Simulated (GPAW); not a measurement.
# STM contrast on C/Pt(111), part 2 of 2

What would a tunnelling microscope show on C/Pt(111)?

GPAW 26.7.0; GPAW, PAW setups; slab in vacuum, relaxation (the session's first sound run).

So far. Step 2 (Relaxation): The relaxation lowered the energy of the cell by 0.320 eV (energies extrapolated to zero smearing; the optimiser's log prints free energies). The largest force left on a free atom is 0.0069 eV/Å.

## 3. Plane waves, PBE

The work function is the vacuum plateau of the electrostatic potential less the Fermi level; a dipole layer lets the two faces have plateaus of their own.

This step: GPAW, PAW setups; slab in vacuum (GPAW 26.7.0).

run.py

```python
import json
import numpy as np
from ase import Atoms
from ase.dft.stm import STM
from gpaw import GPAW, PW

slab = Atoms(
    ['Pt', 'Pt', 'Pt', 'Pt', 'C'],
    positions=[
        [0.00000, 0.00000, 9.00000],
        [1.38593, 0.80017, 11.26321],
        [2.77186, 1.60033, 13.61605],
        [0.00000, 0.00000, 16.08033],
        [1.38593, 0.80017, 17.22920]],
    cell=[[2.77186, 0.0, 0.0], [1.38593, 2.4005, 0.0], [0.0, 0.0, 26.18008]],
    pbc=[True, True, False])

slab.calc = GPAW(mode=PW(500), xc='PBE', kpts={'size': (13, 13, 1), 'gamma': True},
                 occupations={'name': 'fermi-dirac', 'width': 0.1}, nbands='160%',
                 convergence={'density': 1e-05}, maxiter=200,
                 poissonsolver={'dipolelayer': 'xy'},
                 symmetry={'tolerance': 1e-3}, txt='slab.txt')
result = {}
energy = slab.get_potential_energy()
fermi = slab.calc.get_fermi_level()
v = slab.calc.get_electrostatic_potential().mean((0, 1)) - fermi
n = slab.calc.get_pseudo_density().mean((0, 1))
L = slab.cell[2, 2]
z = np.arange(len(v)) * L / len(v)
low, high = slab.positions[:, 2].min(), slab.positions[:, 2].max()
below, above = np.interp([low - 6.8, high + 6.8], z, v)
slopes = [np.interp(x, z, np.gradient(v, z)) for x in (low - 6.8, high + 6.8)]
eps = np.array([[slab.calc.get_eigenvalues(k, s) for k in range(len(slab.calc.get_ibz_k_points()))]
                for s in range(slab.calc.get_number_of_spins())]) - fermi
top, bottom = eps[eps < 0].max(), eps[eps > 0].min()
dipole = slab.get_dipole_moment()[2]
print(f'energy {energy:.4f} eV, Fermi level {fermi:.4f} eV, dipole {dipole:.5f} e A')
print(f'potential 6.8 A off the faces, from the Fermi level: lower {below:.4f} eV, upper {above:.4f} eV')
print(f'slope of the potential there: lower {slopes[0]:.5f}, upper {slopes[1]:.5f} eV/A')
print(f'nearest levels on the mesh: {top:.4f} and {bottom:.4f} eV')
print('magnetic moment', round(slab.get_magnetic_moment(), 3))
result.update(energy=energy, fermi=fermi, dipole=dipole, below=below, above=above, slopes=slopes, edges=[top, bottom],
              z=z.tolist(), v=v.tolist(), n=n.tolist(), positions=slab.positions.tolist(),
              forces=slab.get_forces(apply_constraint=False).tolist(), moments=slab.get_magnetic_moments().tolist())

# Images need the states of the whole zone, up to time reversal
slab.calc = slab.calc.fixed_density(symmetry={'point_group': False}, txt='states.txt', nbands='250%',
                                    convergence={'bands': 'CBM+1.8'})
stm = STM(slab)
result['stm'] = []
for bias in [-2.0, -1.0, 1.5]:
    height = high + 4.0
    current = stm.get_averaged_current(bias, height)
    x, y, h = stm.scan(bias, current)
    i, f = divmod(height / L * stm.ldos.shape[2], 1)
    I = abs((1 - f) * stm.ldos[:, :, int(i)] + f * stm.ldos[:, :, int(i) + 1])
    print(f'bias {bias} V: mean current at 4.0 A {current:.4e}, corrugation {np.ptp(h):.4f} A')
    result['stm'].append(dict(bias=bias, current=current, h=(h - high).tolist(), I=I.tolist()))
json.dump(result, open('result.json', 'w'))
```

On the command line:

```console
$ OMP_NUM_THREADS=1 OPENBLAS_NUM_THREADS=1 python run.py
```

Output:

```text
energy -30.8276 eV, Fermi level 0.9420 eV, dipole -0.01776 e A
potential 6.8 A off the faces, from the Fermi level: lower 5.7006 eV, upper 6.1873 eV
slope of the potential there: lower 0.00006, upper 0.00008 eV/A
nearest levels on the mesh: -0.0048 and 0.0186 eV
magnetic moment 0.0
bias -2.0 V: mean current at 4.0 A 1.7246e-06, corrugation 0.1148 A
bias -1.0 V: mean current at 4.0 A 1.5179e-06, corrugation 0.1090 A
bias 1.5 V: mean current at 4.0 A 9.7637e-06, corrugation 0.0372 A
```

Elapsed: 11 min, on 1 thread of Arm Neoverse V1, shared host; peak memory 0.93 GiB.

This step gave:

* dipole along the normal: -0.01776 e·Å
* levels nearest the Fermi level on the mesh: -0.004815, 0.01864 eV from the Fermi level
* lower work function: 5.701 eV
* corrugation -2: 0.1148 Å
* corrugation -1: 0.1090 Å
* corrugation 1.5: 0.03721 Å

The electrostatic potential energy of an electron (without an applied field's), less the Fermi level, planar mean oscillates, so the rows of the table below give means over windows of 2.34 Å about each position, cut where the curve ends. Its maxima inside the range that stand out by 2 % of the span (Å: eV): 10.1: -0.228, 12.4: 0.361, 14.8: 0.642, 16.8: -12.0. Its minima: 9.0: -26.9, 11.2: -27.0, 13.7: -27.0, 16.1: -28.8, 17.2: -14.5.

Table of electrostatic potential energy of an electron (without an applied field's), less the Fermi level, planar mean by z; means over each step:

```csv
z (Å),"electrostatic potential energy of an electron (without an applied field's), less the Fermi level, planar mean (eV)"
1.17,5.72
3.51,5.70
5.85,5.66
8.19,-7.39
10.53,-12.1
12.87,-11.3
15.21,-11.2
17.55,-5.21
19.89,6.15
22.23,6.19
24.57,6.19
```

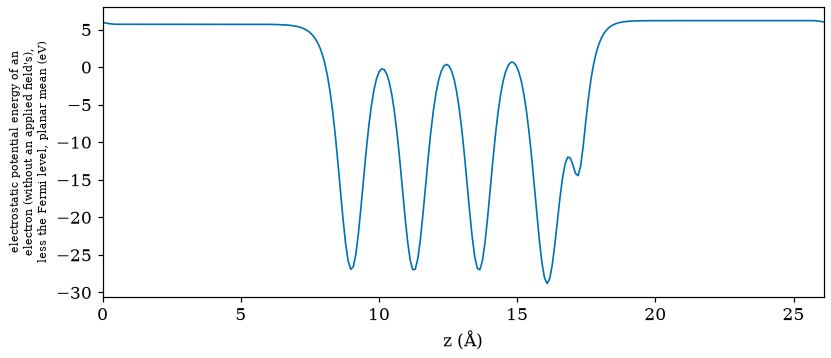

Electrostatic potential energy of an electron (without an applied field's), less the Fermi level, planar mean, plotted against z.

The pseudo valence density, planar mean oscillates, so the rows of the table below give means over windows of 2.43 Å about each position, cut where the curve ends. Its maxima inside the range that stand out by 2 % of the span (Å: e/Å³): 9.0: 2.39, 11.2: 2.39, 13.7: 2.39, 16.1: 2.45. Its minima: 10.1: 0.323, 12.5: 0.288, 14.8: 0.254.

Table of pseudo valence density, planar mean by z; means over each step:

```csv
z (Å),"pseudo valence density, planar mean (e/Å³)"
3.65,4.4e-6
6.08,0.00400
8.51,0.918
10.94,1.02
13.37,1.000
15.80,1.06
18.23,0.205
20.66,1.8e-4
```

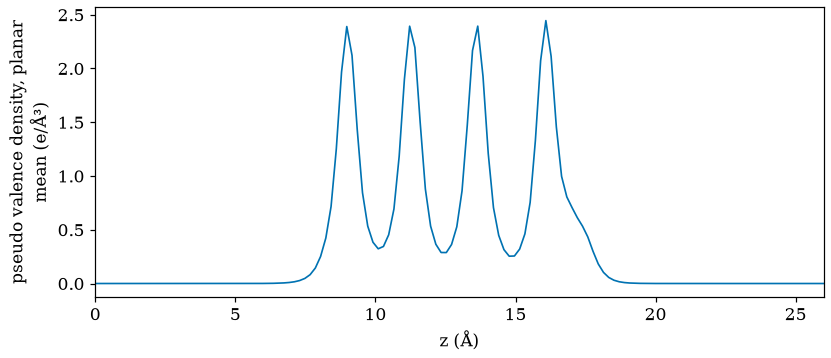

Pseudo valence density, planar mean, plotted against z.

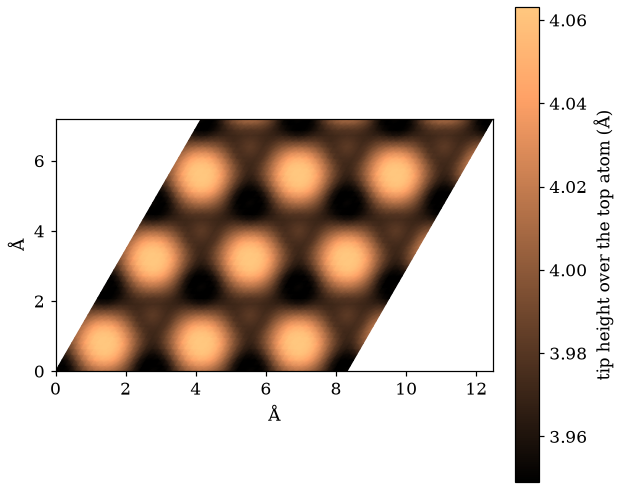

Tip height over the top atom over a1 and a2. Sample bias -2 V, constant current at the mean current 4.0 Å over the top atom. The cell is repeated, with its origin at the lower left corner.

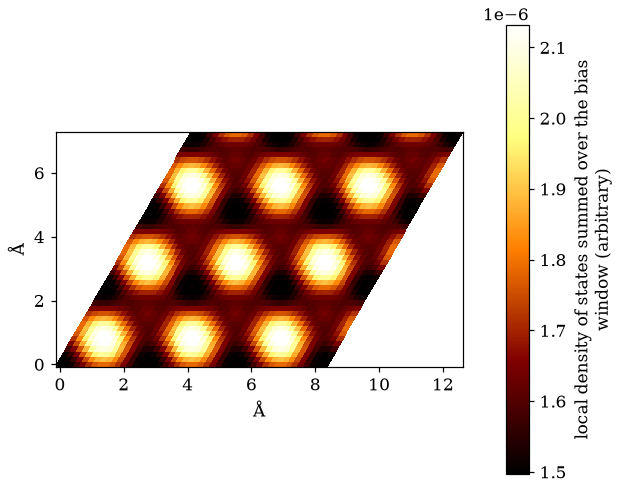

Local density of states summed over the bias window over a1 and a2. Sample bias -2 V, constant height 4.0 Å over the top atom. The cell is repeated, with its origin at the lower left corner.

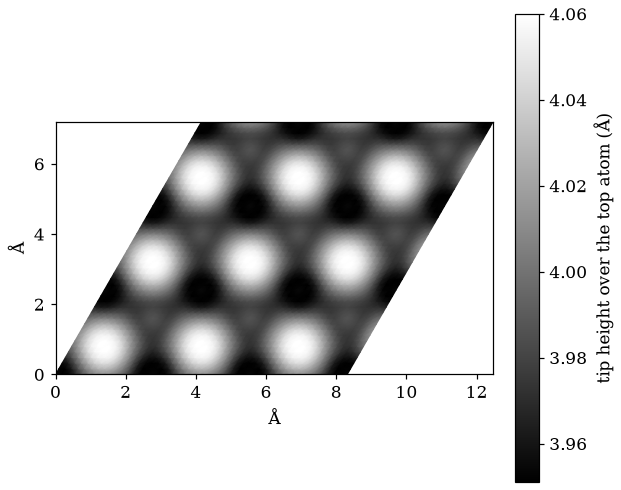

Tip height over the top atom over a1 and a2. Sample bias -1 V, constant current at the mean current 4.0 Å over the top atom. The cell is repeated, with its origin at the lower left corner.

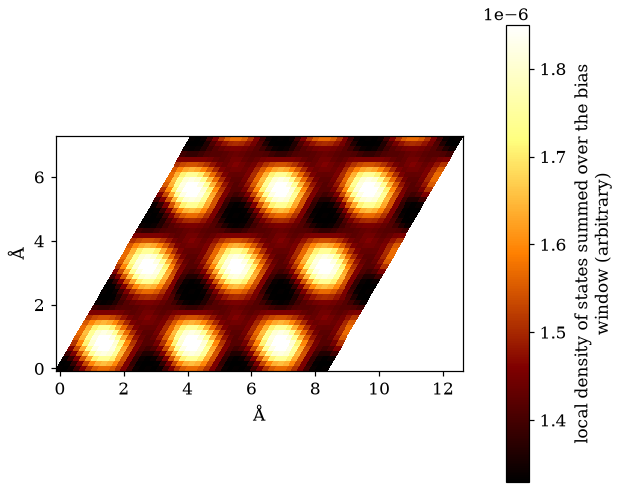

Local density of states summed over the bias window over a1 and a2. Sample bias -1 V, constant height 4.0 Å over the top atom. The cell is repeated, with its origin at the lower left corner.

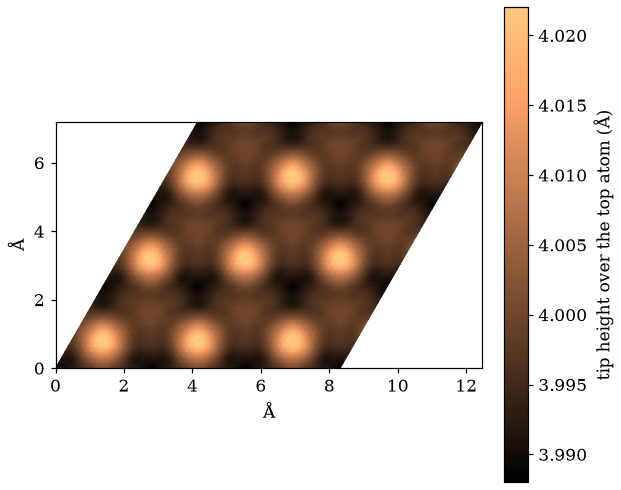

Tip height over the top atom over a1 and a2. Sample bias 1.5 V, constant current at the mean current 4.0 Å over the top atom. The cell is repeated, with its origin at the lower left corner.

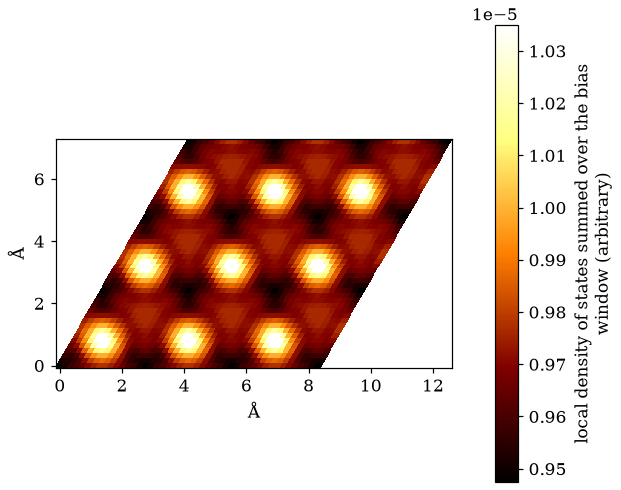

Local density of states summed over the bias window over a1 and a2. Sample bias 1.5 V, constant height 4.0 Å over the top atom. The cell is repeated, with its origin at the lower left corner.

Force by atom:

```csv
atom,x (eV/Å),y (eV/Å),z (eV/Å),size
Pt1,0.000,0.000,-0.554,0.554
Pt2,0.000,0.000,0.561,0.561
Pt3,0.000,0.000,-0.008,0.008
Pt4,0.000,0.000,0.002,0.002
C5,0.000,0.000,-0.010,0.010
```

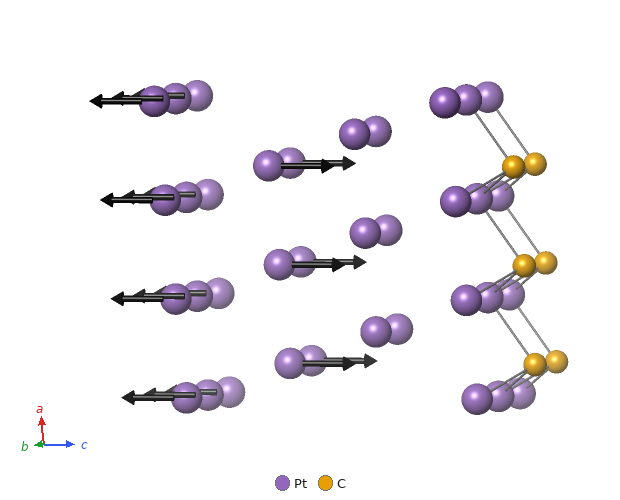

Force as arrows, the longest 0.561 eV/Å. Bonds to atoms that aren't drawn are left out. 3×2×1 cells are drawn. Some periodic images of atoms are drawn too.

The potential is flat to 7.7e-5 eV/Å where it is read, so the vacuum is wide enough.

## 4. A changed run

One more run, with changed settings.

run.py, as its differences from that of step 3:

```diff
@@ -3,3 +3,2 @@
 from ase import Atoms
-from ase.dft.stm import STM
 from gpaw import GPAW, PW
@@ -17,5 +16,5 @@
 
-slab.calc = GPAW(mode=PW(500), xc='PBE', kpts={'size': (13, 13, 1), 'gamma': True},
+slab.calc = GPAW(mode=PW(500), xc='PBE', kpts={'size': (1, 1, 1), 'gamma': True},
                  occupations={'name': 'fermi-dirac', 'width': 0.1}, nbands='160%',
-                 convergence={'density': 1e-05}, maxiter=200,
+                 convergence={'density': 1e-05}, maxiter=50,
                  poissonsolver={'dipolelayer': 'xy'},
@@ -44,16 +43,2 @@
               forces=slab.get_forces(apply_constraint=False).tolist(), moments=slab.get_magnetic_moments().tolist())
-
-# Images need the states of the whole zone, up to time reversal
-slab.calc = slab.calc.fixed_density(symmetry={'point_group': False}, txt='states.txt', nbands='250%',
-                                    convergence={'bands': 'CBM+1.8'})
-stm = STM(slab)
-result['stm'] = []
-for bias in [-2.0, -1.0, 1.5]:
-    height = high + 4.0
-    current = stm.get_averaged_current(bias, height)
-    x, y, h = stm.scan(bias, current)
-    i, f = divmod(height / L * stm.ldos.shape[2], 1)
-    I = abs((1 - f) * stm.ldos[:, :, int(i)] + f * stm.ldos[:, :, int(i) + 1])
-    print(f'bias {bias} V: mean current at 4.0 A {current:.4e}, corrugation {np.ptp(h):.4f} A')
-    result['stm'].append(dict(bias=bias, current=current, h=(h - high).tolist(), I=I.tolist()))
 json.dump(result, open('result.json', 'w'))
```

Output:

```text
gpaw.KohnShamConvergenceError
```

The job ended after 24 s (1 thread; peak memory 0.18 GiB).

No converged result was reached; the numbers in the log don't describe the system.

The fault put into the input: one k-point, under a cap of 50 iterations, which ended the run (kpts = [1, 1]).

## 5. Summary of results

* work function, upper and lower face: 6.187 and 5.701 eV
* dipole along the normal: -0.0178 e Å
* corrugation at -2 V: 0.115 Å
* corrugation at -1 V: 0.109 Å
* corrugation at 1.5 V: 0.0372 Å

In words: The corrugation at constant current is largest at -2 V, where the tip height varies by 0.11 Å over the cell. Negative sample bias images filled states, positive bias empty ones. The two faces differ by 0.49 eV, the step that the slab's dipole makes (e p/(ε0 A) gives 0.48 eV), so the dipole layer is needed. The images are of Tersoff-Hamann type: an s-wave tip, no tip-sample forces, heights closer than in a microscope. The cell of 6.65 Å² holds one C, started on one chosen site; other sites and coverages weren't tried. The in-plane lattice was kept as typed, which isn't the functional's own and leaves some strain; spin-orbit coupling and temperature are left out.

[Logs are printed without paths, hosts, clocks, repeated set-up lines and the standing remarks that a program may print on its own settings, such as how far it seeks lower states.]

[Hosts, paths, dates, database ids (printed as entryN), source tags and the programs' standing remarks are cut or masked in the printed files.]
